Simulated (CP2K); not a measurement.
# PBE0/TZV2P-MOLOPT-PBE0-GTH (core potential, admm exchange DEFAULT, admm type ADMMS, ngrids 4) run of AlH (SMILES [AlH])

Aim: the energy change on altering one bond length of AlH at PBE0/TZV2P-MOLOPT-PBE0-GTH (core potential, admm exchange DEFAULT, admm type ADMMS, ngrids 4), from 2 runs. 

Program for the calculation: CP2K 2026.2.

9 further runs of the same task are left out: 4 for a known fault of the program, 2 that didn't finish, 3 set aside as unsound or not needed. Runs told in other sessions of the task aren't counted.

## Step 1: The molecule

The species is AlH (2 atoms), meant as a singlet with charge 0. As SMILES, `[AlH]`. The coordinates come from a PBE0-D4/def2-TZVP relaxation.

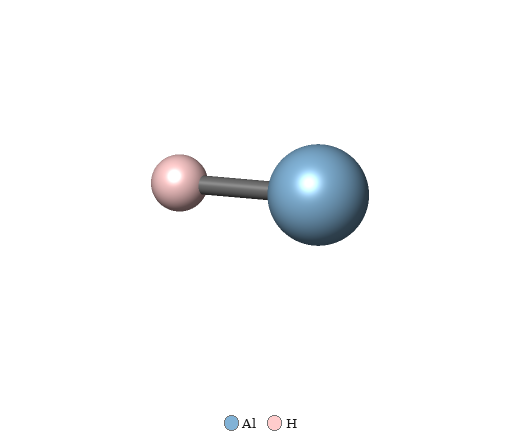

The structure, seen from a chosen angle (aluminium light blue, hydrogen pink).

## Step 2: Energy and one-electron properties at PBE0/TZV2P-MOLOPT-PBE0-GTH (core potential, admm exchange DEFAULT, admm type ADMMS, ngrids 4)

Input file molecule.pdb:

```
HETATM    1 Al   MOL A   1       0.000   0.000  -0.026  1.00  0.00          AL
HETATM    2 H    MOL A   1       0.000   0.000   1.639  1.00  0.00           H
END
```

Input file gas.inp:

```
&GLOBAL
 PROJECT gas
 RUN_TYPE ENERGY_FORCE
 PRINT_LEVEL MEDIUM
&END GLOBAL

&FORCE_EVAL
 METHOD QS
 &DFT
  BASIS_SET_FILE_NAME BASIS_MOLOPT_UZH
  BASIS_SET_FILE_NAME BASIS_ADMM_UZH
  POTENTIAL_FILE_NAME POTENTIAL_UZH
  &QS
   METHOD GAPW
   EPS_DEFAULT 1.0E-10
  &END QS
  # real-space grids
  &MGRID
   CUTOFF 320
   REL_CUTOFF 50
   NGRIDS 4
  &END MGRID
  # no periodic images
  &POISSON
   PERIODIC NONE
   POISSON_SOLVER MULTIPOLE
  &END POISSON
  &SCF
   SCF_GUESS ATOMIC
   EPS_SCF 5.0E-07
   MAX_SCF 80
   ADDED_MOS 3
   &DIAGONALIZATION
    ALGORITHM STANDARD
   &END DIAGONALIZATION
   &MIXING
    METHOD DIRECT_P_MIXING
    ALPHA 0.4
   &END MIXING
  &END SCF
  # exchange and correlation
  &XC
   &XC_FUNCTIONAL
    &PBE
     SCALE_X 0.75
     SCALE_C 1.0
    &END PBE
   &END XC_FUNCTIONAL
   # exact exchange
   &HF
    FRACTION 0.25
    &SCREENING
     EPS_SCHWARZ 1.0E-09
    &END SCREENING
    &MEMORY
     MAX_MEMORY 1050
    &END MEMORY
   &END HF
  &END XC
  &AUXILIARY_DENSITY_MATRIX_METHOD
   ADMM_TYPE ADMMS
   EXCH_CORRECTION_FUNC DEFAULT
  &END AUXILIARY_DENSITY_MATRIX_METHOD
  &LOCALIZE
   METHOD JACOBI
   OPERATOR BERRY
   EPS_LOCALIZATION 1.0E-5
   # extra output
   &PRINT
    &WANNIER_CENTERS
     IONS+CENTERS T
     FILENAME =centres.xyz
    &END WANNIER_CENTERS
    &WANNIER_SPREADS
     FILENAME =spreads.txt
    &END WANNIER_SPREADS
   &END PRINT
  &END LOCALIZE
  &PRINT
   &MOMENTS
    PERIODIC F
    REFERENCE COM
    MAX_MOMENT 2
   &END MOMENTS
   &MO ON
    ENERGIES T
    OCCUPATION_NUMBERS T
    NDIGITS 6
    &EACH
     QS_SCF 0
    &END EACH
    ADD_LAST NUMERIC
   &END MO
   &HIRSHFELD OFF
   &END HIRSHFELD
   &E_DENSITY_CUBE
    STRIDE 2 2 2
   &END E_DENSITY_CUBE
   &ELF_CUBE
    STRIDE 2 2 2
   &END ELF_CUBE
   &V_HARTREE_CUBE
    STRIDE 2 2 2
   &END V_HARTREE_CUBE
  &END PRINT
 &END DFT
 &SUBSYS
  # box in angstrom
  &CELL
   ABC 7 7 8.7
   PERIODIC NONE
  &END CELL
  &TOPOLOGY
   COORD_FILE_NAME molecule.pdb
   COORD_FILE_FORMAT PDB
   CONN_FILE_FORMAT OFF
   &CENTER_COORDINATES
   &END CENTER_COORDINATES
  &END TOPOLOGY
  &KIND Al
   BASIS_SET ORB TZV2P-MOLOPT-PBE0-GTH-q3
   BASIS_SET AUX_FIT admm-dz-q3
   POTENTIAL GTH-PBE0-q3
  &END KIND
  &KIND H
   BASIS_SET ORB TZV2P-MOLOPT-PBE0-GTH-q1
   BASIS_SET AUX_FIT admm-dz-q1
   POTENTIAL GTH-PBE0-q1
  &END KIND
 &END SUBSYS
 &PRINT
  &FORCES ON
  &END FORCES
 &END PRINT
&END FORCE_EVAL
```

Started as:

```bash
$ OMP_NUM_THREADS=1 cp2k.psmp gas.inp > gas.out
```

Output:

```text
CP2K| version string:                                       CP2K version 2026.2
[...]
 GLOBAL| Method name                                                        CP2K
[...]
 GLOBAL| Run type                                                   ENERGY_FORCE
[...]
 DFT| Spin restricted Kohn-Sham (RKS) calculation                            RKS
 DFT| Multiplicity                                                             1
[...]
 DFT| Charge                                                                   0
[...]
 FUNCTIONAL| PBE:
 QS| Method:                                                                GAPW
[...]
 QS| Density cutoff [a.u.]:                                                160.0
[...]
 QS| Relative density cutoff [a.u.]:                                        25.0
[...]
                             - Atoms:                                          2
[...]
                             - Spherical basis functions:                     43
[...]
 Number of electrons:                                                          4
[...]
     1 P_Mix/Diag. 0.40E+00    0.7     0.24343831        -2.4832762184 -2.48E+00
[...]
    14 DIIS/Diag.  0.20E-06    0.7     0.00000019        -2.5606672966 -2.79E-13
  *** SCF run converged in    14 steps ***
[...]
  Overlap energy of the core charge distribution:               0.00000000038348
  Self energy of the core charge distribution:                 -6.90833630985301
  Core Hamiltonian energy:                                      1.51420627820776
  Hartree energy:                                               3.70065001870895
  Exchange-correlation energy:                                 -0.76416930083752
  Hartree-Fock Exchange energy:                                -0.22866817089470
[...]
                     Mulliken Population Analysis
 #  Atom  Element  Kind  Atomic population                           Net charge
       1     AL       1          2.876385                              0.123615
       2     H        2          1.123615                             -0.123615
 # Total charge                              4.000000                 -0.000000
[...]
  Dipole moment [Debye]
    X=  0.5708127E-06 Y= -0.1836603E-07 Z= -0.1411910E+00  Total=      0.1411910
  Quadrupole moment [Debye*Angstrom]
[...]
 *** WARNING in qs_scf_post_gpw.F:1989 :: ELF not implemented for GAPW ***
 *** calculations!                                                     ***
[...]
 ENERGY| Total FORCE_EVAL ( QS ) energy [hartree]             -2.560667296621816
 FORCES| Atomic forces [hartree/bohr]
 FORCES|   Atom     x               y               z               |f|
 FORCES|      1  4.94713366E-09  3.81869426E-09  5.37629460E-03   5.37629460E-03
 FORCES|      2 -4.94747843E-09 -3.81922639E-09 -5.37649202E-03   5.37649202E-03
 FORCES| Sum    -3.44777104E-13 -5.32131355E-13 -1.97422046E-07
 FORCES| Total atomic force                                       1.97422046E-07
[...]
```

It also wrote centres.xyz:

```text
4
 Particles+Wannier centers. Iteration:1_0
 AL         3.5000000000        3.5000000000        3.5175000000
  H         3.5000000000        3.5000000000        5.1825000000
  X         3.4999999670        3.4999999821       -3.7874909784
  X         3.4999999700       -3.4999999814        2.9744101702
```

It took 11 s on 1 thread of Arm Neoverse V1, shared host; peak memory 0.39 GiB.

Atomic charges (e):

| atom | Mulliken |
| --- | --- |
| Al1 | +0.124 |
| H2 | -0.124 |

## Step 3: The distorted shape, same level

Input file molecule.pdb:

```
HETATM    1 Al   MOL A   1       0.000   0.000   0.141  1.00  0.00          AL
HETATM    2 H    MOL A   1       0.000   0.000   1.639  1.00  0.00           H
END
```

Input file molecule.inp:

```
&GLOBAL
  PROJECT_NAME molecule
  RUN_TYPE ENERGY_FORCE
  PRINT_LEVEL MEDIUM
&END GLOBAL

&FORCE_EVAL
  METHOD Quickstep
  &DFT
    BASIS_SET_FILE_NAME BASIS_MOLOPT_UZH
    BASIS_SET_FILE_NAME BASIS_ADMM_UZH
    POTENTIAL_FILE_NAME POTENTIAL_UZH
    &QS
      METHOD GAPW
      EPS_DEFAULT 1.0E-10
    &END QS
    &MGRID
      CUTOFF 320
      REL_CUTOFF 50
      NGRIDS 4
    &END MGRID
    &POISSON
      PERIODIC NONE
      POISSON_SOLVER MULTIPOLE
    &END POISSON
    &SCF
      SCF_GUESS ATOMIC
      EPS_SCF 5.0E-07
      MAX_SCF 80
      ADDED_MOS 3
      &DIAGONALIZATION
        ALGORITHM STANDARD
      &END DIAGONALIZATION
      &MIXING
        METHOD DIRECT_P_MIXING
        ALPHA 0.4
      &END MIXING
    &END SCF
    &XC
      &XC_FUNCTIONAL
        &PBE
          SCALE_X 0.75
          SCALE_C 1.0
        &END PBE
      &END XC_FUNCTIONAL
      &HF
        FRACTION 0.25
        &SCREENING
          EPS_SCHWARZ 1.0E-09
        &END SCREENING
        &MEMORY
          MAX_MEMORY 1050
        &END MEMORY
      &END HF
    &END XC
    &AUXILIARY_DENSITY_MATRIX_METHOD
      ADMM_TYPE ADMMS
      EXCH_CORRECTION_FUNC DEFAULT
    &END AUXILIARY_DENSITY_MATRIX_METHOD
    &LOCALIZE
      METHOD JACOBI
      OPERATOR BERRY
      EPS_LOCALIZATION 1.0E-5
      &PRINT
        &WANNIER_CENTERS
          IONS+CENTERS T
          FILENAME =centres.xyz
        &END WANNIER_CENTERS
        &WANNIER_SPREADS
          FILENAME =spreads.txt
        &END WANNIER_SPREADS
      &END PRINT
    &END LOCALIZE
    &PRINT
      &MOMENTS
        PERIODIC F
        REFERENCE COM
        MAX_MOMENT 2
      &END MOMENTS
      &MO ON
        ENERGIES T
        OCCUPATION_NUMBERS T
        NDIGITS 6
        &EACH
          QS_SCF 0
        &END EACH
        ADD_LAST NUMERIC
      &END MO
      &HIRSHFELD OFF
      &END HIRSHFELD
      &E_DENSITY_CUBE
        STRIDE 2 2 2
      &END E_DENSITY_CUBE
      &ELF_CUBE
        STRIDE 2 2 2
      &END ELF_CUBE
      &V_HARTREE_CUBE
        STRIDE 2 2 2
      &END V_HARTREE_CUBE
    &END PRINT
  &END DFT
  &SUBSYS
    &CELL
      ABC 7 7 8.5
      PERIODIC NONE
    &END CELL
    &TOPOLOGY
      COORD_FILE_NAME molecule.pdb
      COORD_FILE_FORMAT PDB
      CONN_FILE_FORMAT OFF
      &CENTER_COORDINATES
      &END CENTER_COORDINATES
    &END TOPOLOGY
    &KIND Al
      BASIS_SET ORB TZV2P-MOLOPT-PBE0-GTH-q3
      BASIS_SET AUX_FIT admm-dz-q3
      POTENTIAL GTH-PBE0-q3
    &END KIND
    &KIND H
      BASIS_SET ORB TZV2P-MOLOPT-PBE0-GTH-q1
      BASIS_SET AUX_FIT admm-dz-q1
      POTENTIAL GTH-PBE0-q1
    &END KIND
  &END SUBSYS
  &PRINT
    &FORCES ON
    &END FORCES
  &END PRINT
&END FORCE_EVAL
```

Started as:

```bash
$ OMP_NUM_THREADS=1 cp2k.psmp -i molecule.inp > molecule.out 2>&1
```

Output (excerpt; [...] marks lines left out):

```text
CP2K| version string:                                       CP2K version 2026.2
[...]
 GLOBAL| Method name                                                        CP2K
[...]
 GLOBAL| Run type                                                   ENERGY_FORCE
[...]
 DFT| Spin restricted Kohn-Sham (RKS) calculation                            RKS
 DFT| Multiplicity                                                             1
[...]
 DFT| Charge                                                                   0
[...]
 FUNCTIONAL| PBE:
 QS| Method:                                                                GAPW
[...]
 QS| Density cutoff [a.u.]:                                                160.0
[...]
 QS| Relative density cutoff [a.u.]:                                        25.0
[...]
                             - Atoms:                                          2
[...]
                             - Spherical basis functions:                     43
[...]
 Number of electrons:                                                          4
[...]
     1 P_Mix/Diag. 0.40E+00    0.7     0.23167705        -2.4695092425 -2.47E+00
[...]
    14 DIIS/Diag.  0.44E-06    0.7     0.00000026        -2.5551294445 -7.93E-13
  *** SCF run converged in    14 steps ***
[...]
  Overlap energy of the core charge distribution:               0.00000001954833
  Self energy of the core charge distribution:                 -6.90833630985301
  Core Hamiltonian energy:                                      1.59268638545222
  Hartree energy:                                               3.65701192747259
  Exchange-correlation energy:                                 -0.78261335758924
  Hartree-Fock Exchange energy:                                -0.23631262236117
[...]
                     Mulliken Population Analysis
 #  Atom  Element  Kind  Atomic population                           Net charge
       1     AL       1          2.879878                              0.120122
       2     H        2          1.120122                             -0.120122
 # Total charge                              4.000000                  0.000000
[...]
  Dipole moment [Debye]
    X= -0.4084301E-06 Y= -0.1432107E-06 Z=  0.4691208E+00  Total=      0.4691208
  Quadrupole moment [Debye*Angstrom]
[...]
 ENERGY| Total FORCE_EVAL ( QS ) energy [hartree]             -2.555129444464236
[...]
```

It also wrote spreads.txt:

```text
2
1_0
     1      3.53762594      3.15570335
     2      7.50247592      5.81598059
 Total    11.0401018556    8.9716839443
```

Run time: 11 s. Hardware: 1 thread of Arm Neoverse V1, shared host; peak memory 0.39 GiB.

Atomic charges (e):

| atom | Mulliken |
| --- | --- |
| Al1 | +0.120 |
| H2 | -0.120 |

## Step 4: Summary of results

Level: PBE0/TZV2P-MOLOPT-PBE0-GTH (core potential, admm exchange DEFAULT, admm type ADMMS, ngrids 4).

| quantity | value |
| --- | --- |
| first shape: total energy | -2.56067 Eh |
| first shape: dipole moment | 0.14 D |
| first shape: HOMO energy | -5.72 eV |
| first shape: LUMO energy | -1.70 eV |
| first shape: HOMO–LUMO gap | 4.02 eV |
| first shape: largest force on an atom | 0.276 eV/Å |
| distorted shape: total energy | -2.55513 Eh |
| distorted shape: dipole moment | 0.47 D |
| distorted shape: HOMO energy | -5.61 eV |
| distorted shape: LUMO energy | -1.63 eV |
| distorted shape: HOMO–LUMO gap | 3.97 eV |
| distorted shape: largest force on an atom | 1.912 eV/Å |
| energy change with the Al1–H2 bond shortened from 1.665 to 1.498 Å | 0.151 eV |

What this shows: With the Al1–H2 bond shortened from 1.665 to 1.498 Å the energy rises by 0.15 eV (3.5 kcal/mol). The largest force (first shape) is 0.28 eV/Å: the shape isn't a stationary point for this species at this level.
